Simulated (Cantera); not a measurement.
Feed: 1 mol SiF4, a varied amount of H2O, 11 mol N2, 6 mol O3, at 1800 K and 0.0340 bar.

Method: chemical equilibrium by Gibbs-energy minimisation in Cantera with the NASA 1993 tables (ideal gas, pure condensed phases). Candidate condensed phases: H2O, Si, SiO2, Si2N2O, Si3N4; 58 gas species. The tables' values for SiF3 are old estimates; treat these amounts as uncertain. The tables hold silica as quartz up to 1696 K and as liquid above; real silica turns to tridymite and cristobalite and melts near 1996 K. Equilibrium is a limit: real reactors are often held back by kinetics, nucleation or transport.

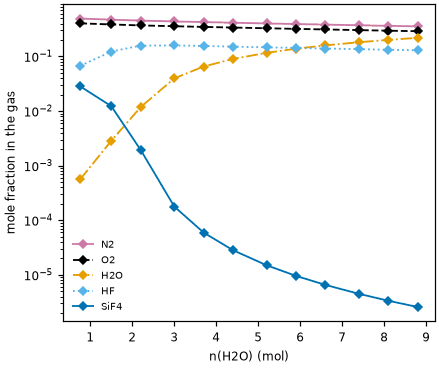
*Equilibrium gas composition (values under 1e-9 drawn at 1e-9)*

From 0.76 mol H2O to 8.8 mol H2O the condensed part is SiO2(condensed). The main Si-bearing gas is SiF4 throughout.
